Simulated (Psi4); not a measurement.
# BH2O (SMILES [BH]O) at UMP2/cc-pVTZ

What is the vertical doublet–quartet gap of BH2O at UMP2/cc-pVTZ? The job is set up through a Python script.

Program for the calculation: Psi4 1.11.

2 further runs of the same task are left out: 2 set aside as unsound or not needed.

**1. Starting point**

BH2O has 4 atoms, charge 0, and is taken as a doublet. As SMILES, `[BH]O`. The coordinates come from a PBE0-D4/def2-TZVP relaxation.

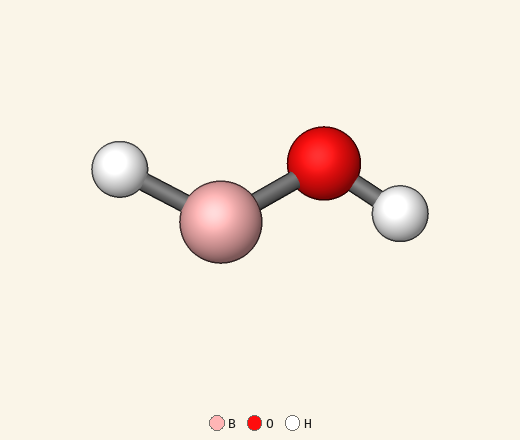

Viewed from a chosen angle; boron pink, oxygen red, hydrogen white.

**2. A single-point energy at UMP2/cc-pVTZ**

File bh2o.py:

```python
import psi4

psi4.set_memory('1600 MB')
psi4.set_num_threads(1)
psi4.set_output_file('psi4.out', False)

m = psi4.geometry("""
0 2
B     -0.006100    -0.485500     0.388300
O      0.119700     0.544500    -0.448600
H     -1.064200    -1.032400     0.540300
H      1.006100     0.913200    -0.500300
symmetry c1
""")

psi4.set_options({
    'basis': 'cc-pVTZ',
    'reference': 'uhf',
    'puream': True,
    'e_convergence': 1e-09,
    'd_convergence': 1e-08,
    'scf_type': 'pk',
    'num_frozen_docc': 2,
    'mp2_type': 'conv',
    'maxiter': 200,
})

result, w = psi4.energy("mp2", return_wfn=True)
print(f'mp2 energy: {result:.10f} Eh')
```

On the command line:

```bash
python bh2o.py
```

psi4.out:

```text
[...]
  Running in c1 symmetry.
[...]
  Nuclear repulsion =   25.941696431051930
[...]
  Multiplicity = 2
[...]
  Nalpha       = 8
  Nbeta        = 7
[...]
    Number of basis functions: 88
[...]
   @UHF iter   1:  -100.66300009034751   -7.89269e-01   4.59336e-03 DIIS/ADIIS
[...]
   @UHF iter  14:  -100.72948304950373   -2.13163e-12   4.19740e-09 DIIS
[...]
   @S^2 Observed:                7.537511944E-01
[...]
    Orbital Energies [Eh]
    ---------------------
    Alpha Occupied:
       1A    -20.595521     2A     -7.645717     3A     -1.393955
       4A     -0.787154     5A     -0.641116     6A     -0.583642
       7A     -0.555868     8A     -0.334349
    Alpha Virtual:
       9A      0.103491    10A      0.143951    11A      0.222644
      12A      0.257505    13A      0.262787    14A      0.319917
      15A      0.336483    16A      0.503040    17A      0.511484
      18A      0.541427    19A      0.578348    20A      0.632084
      21A      0.675046    22A      0.738768    23A      0.790386
      24A      0.831433    25A      0.922599    26A      0.932386
[...]
  @UHF Final Energy:  -100.72948304950373
   => Energetics <=
    Nuclear Repulsion Energy =             25.9416964310519305
    One-Electron Energy =                -188.7133971263453986
    Two-Electron Energy =                  62.0422176457897478
    Total Energy =                       -100.7294830495037274
  UHF NO Occupations:
  HONO-2 :    6  A 1.9994574
  HONO-1 :    7  A 1.9988747
[...]
 Multipole Moments:
 ------------------------------------------------------------------------------------
     Multipole            Electronic (a.u.)      Nuclear  (a.u.)        Total (a.u.)
 ------------------------------------------------------------------------------------
 L = 1.  Multiply by 2.5417464519 to convert [e a0] to [Debye]
 Dipole X            :          0.5813244           -0.1051617            0.4761628
 Dipole Y            :         -0.0059479            0.2503438            0.2443959
 Dipole Z            :          0.1765891           -0.2436892           -0.0671001
 Magnitude           :                                                    0.5394096
[...]
	SCS-MP2 Total Energy (a.u.)        :  -101.04813557315637
	SOS-MP2 Total Energy (a.u.)        :  -101.02243029470857
	SCSN-MP2 Total Energy (a.u.)       :  -100.86520691970811
[...]
	SOS-PI-MP2 Total Energy (a.u.)     :  -101.07125483557604
[...]
	MP2 Total Energy (a.u.)            :  -101.05072158918449
[...]
```

On the terminal:

```text
mp2 energy: -101.0507215892 Eh
```

It took 4.8 s on 1 thread of Intel Xeon Platinum 8375C at 2.90GHz (Ice Lake), shared host; peak memory 0.45 GiB.

**3. The quartet, same level**

File bh2o.py:

```python
import psi4

psi4.set_memory(1600000000)
psi4.set_num_threads(1)
psi4.set_output_file('bh2o.out', False)

geom = psi4.geometry("""
0 4
B     -0.006100    -0.485500     0.388300
O      0.119700     0.544500    -0.448600
H     -1.064200    -1.032400     0.540300
H      1.006100     0.913200    -0.500300
units angstrom
symmetry c1
""")

options = {'basis': 'cc-pVTZ', 'reference': 'uhf', 'puream': True, 'e_convergence': 1e-09, 'd_convergence': 1e-08, 'scf_type': 'pk', 'num_frozen_docc': 2, 'mp2_type': 'conv', 'maxiter': 200}
psi4.set_options(options)

E, wfn = psi4.energy("mp2", return_wfn=True)
print('E =', round(E, 9))
for k, v in sorted(psi4.core.scalar_variables().items()):
    print(f'{k:45s} {v:18.10f}')
```

On the command line:

```bash
python bh2o.py
```

bh2o.out:

```text
[...]
  Running in c1 symmetry.
[...]
  Nuclear repulsion =   25.941696431051930
[...]
  Multiplicity = 4
[...]
  Nalpha       = 9
  Nbeta        = 6
[...]
    Number of basis functions: 88
[...]
   @UHF iter   1:  -100.37039760192516   -4.96666e-01   4.99079e-03 DIIS/ADIIS
[...]
   @UHF iter  13:  -100.47038193450385   -1.06866e-11   9.10051e-09 DIIS
[...]
   @S^2 Observed:                3.754606081E+00
[...]
    Orbital Energies [Eh]
    ---------------------
    Alpha Occupied:
       1A    -20.563036     2A     -7.656646     3A     -1.376405
       4A     -0.876350     5A     -0.714854     6A     -0.615405
       7A     -0.583382     8A     -0.369236     9A     -0.259314
    Alpha Virtual:
      10A      0.152174    11A      0.184924    12A      0.217458
      13A      0.240704    14A      0.277688    15A      0.314984
      16A      0.471515    17A      0.475007    18A      0.500478
      19A      0.532492    20A      0.621981    21A      0.639233
      22A      0.729131    23A      0.766905    24A      0.836553
      25A      0.907756    26A      0.913204    27A      1.036997
[...]
  @UHF Final Energy:  -100.47038193450385
   => Energetics <=
    Nuclear Repulsion Energy =             25.9416964310519305
    One-Electron Energy =                -188.4869783818169537
    Two-Electron Energy =                  62.0749000162611750
    Total Energy =                       -100.4703819345038482
  UHF NO Occupations:
  HONO-2 :    7  A 1.0000000
  HONO-1 :    8  A 1.0000000
[...]
 Multipole Moments:
 ------------------------------------------------------------------------------------
     Multipole            Electronic (a.u.)      Nuclear  (a.u.)        Total (a.u.)
 ------------------------------------------------------------------------------------
 L = 1.  Multiply by 2.5417464519 to convert [e a0] to [Debye]
 Dipole X            :         -0.1337375           -0.1051617           -0.2388992
 Dipole Y            :         -0.4091164            0.2503438           -0.1587726
 Dipole Z            :          0.3077694           -0.2436892            0.0640802
 Magnitude           :                                                    0.2939181
[...]
	SCS-MP2 Total Energy (a.u.)        :  -100.75020149733452
	SOS-MP2 Total Energy (a.u.)        :  -100.72229310745227
	SCSN-MP2 Total Energy (a.u.)       :  -100.61773823308208
[...]
	SOS-PI-MP2 Total Energy (a.u.)     :  -100.76427830294368
[...]
	MP2 Total Energy (a.u.)            :  -100.76403308160759
[...]
```

Standard output:

```text
E = -100.764033082
CURRENT CORRELATION ENERGY                         -0.2936511471
CURRENT ENERGY                                   -100.7640330816
CURRENT REFERENCE ENERGY                         -100.4703819345
DD SOLVATION ENERGY                                 0.0000000000
HF KINETIC ENERGY                                 100.7325169163
HF POTENTIAL ENERGY                              -201.2028988508
HF TOTAL ENERGY                                  -100.4703819345
HF VIRIAL RATIO                                     1.9973977124
MP2 CORRELATION ENERGY                             -0.2936511471
MP2 DOUBLES ENERGY                                 -0.2936511471
MP2 OPPOSITE-SPIN CORRELATION ENERGY               -0.2099259775
MP2 SAME-SPIN CORRELATION ENERGY                   -0.0837251696
MP2 SINGLES ENERGY                                  0.0000000000
MP2 TOTAL ENERGY                                 -100.7640330816
NUCLEAR REPULSION ENERGY                           25.9416964311
ONE-ELECTRON ENERGY                              -188.4869783818
PCM POLARIZATION ENERGY                             0.0000000000
PE ENERGY                                           0.0000000000
SCF ITERATION ENERGY                             -100.4703819345
SCF ITERATIONS                                     13.0000000000
SCF TOTAL ENERGY                                 -100.4703819345
SCS(N)-MP2 CORRELATION ENERGY                      -0.1473562986
SCS(N)-MP2 TOTAL ENERGY                          -100.6177382331
SCS-MP2 CORRELATION ENERGY                         -0.2798195628
SCS-MP2 TOTAL ENERGY                             -100.7502014973
SCS-MP2-VDW CORRELATION ENERGY                     -0.3105678360
SCS-MP2-VDW TOTAL ENERGY                         -100.7809497705
SOS-MP2 CORRELATION ENERGY                         -0.2519111729
SOS-MP2 TOTAL ENERGY                             -100.7222931075
SOS-PI-MP2 CORRELATION ENERGY                      -0.2938963684
SOS-PI-MP2 TOTAL ENERGY                          -100.7642783029
TWO-ELECTRON ENERGY                                62.0749000163
```

Wall time 4.8 s (1 thread of Intel Xeon Platinum 8375C at 2.90GHz (Ice Lake), shared host); peak memory 0.43 GiB.

**4. Results**

At UMP2/cc-pVTZ, 2 core orbitals frozen:

| quantity | value |
| --- | --- |
| doublet: total energy | -101.05072 Eh |
| doublet: HOMO energy (Hartree–Fock orbitals) (highest over α and β) | -9.10 eV |
| doublet: LUMO energy (Hartree–Fock orbitals) (lowest over α and β) | 2.77 eV |
| doublet: correlation energy (2 core orbitals frozen) | -321.2 mEh |
| doublet: ⟨S²⟩ of the reference determinant | 0.754 |
| quartet: total energy | -100.76403 Eh |
| quartet: HOMO energy (Hartree–Fock orbitals) (highest over α and β) | -7.06 eV |
| quartet: LUMO energy (Hartree–Fock orbitals) (lowest over α and β) | -2.84 eV |
| quartet: correlation energy (2 core orbitals frozen) | -293.7 mEh |
| quartet: ⟨S²⟩ of the reference determinant | 3.755 |
| vertical energy of the quartet above the doublet | 7.801 eV |

In words: At this shape the quartet lies 7.80 eV (180 kcal/mol) above the doublet.
